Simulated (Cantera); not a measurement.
Feed: 1 mol trisilylamine, 1.8 mol N2, 16 mol NH3, equilibrated at 0.133 bar.

Method: chemical equilibrium by Gibbs-energy minimisation in Cantera with the NASA 1993 tables (ideal gas, pure condensed phases). Candidate condensed phases: Si, Si3N4; 18 gas species. The feed counts by its element totals alone. The tables' values for SiN are old estimates; treat these amounts as uncertain. Gases not in the tables: Si2H6 and higher silanes. The numbers say what is thermodynamically allowed, not how fast it happens.

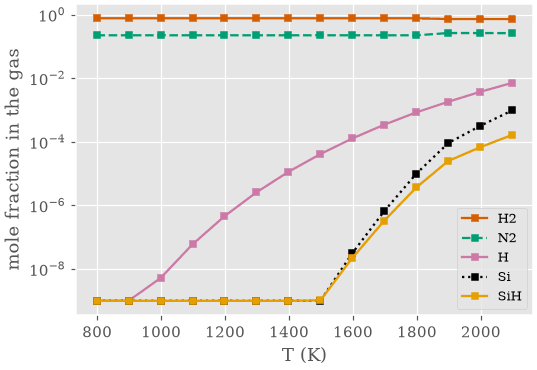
*Equilibrium gas composition (values under 1e-9 drawn at 1e-9)*

From 798 K to 1798 K the condensed part is Si3N4(s). From 1898 K to 2098 K the condensed part is Si(l).
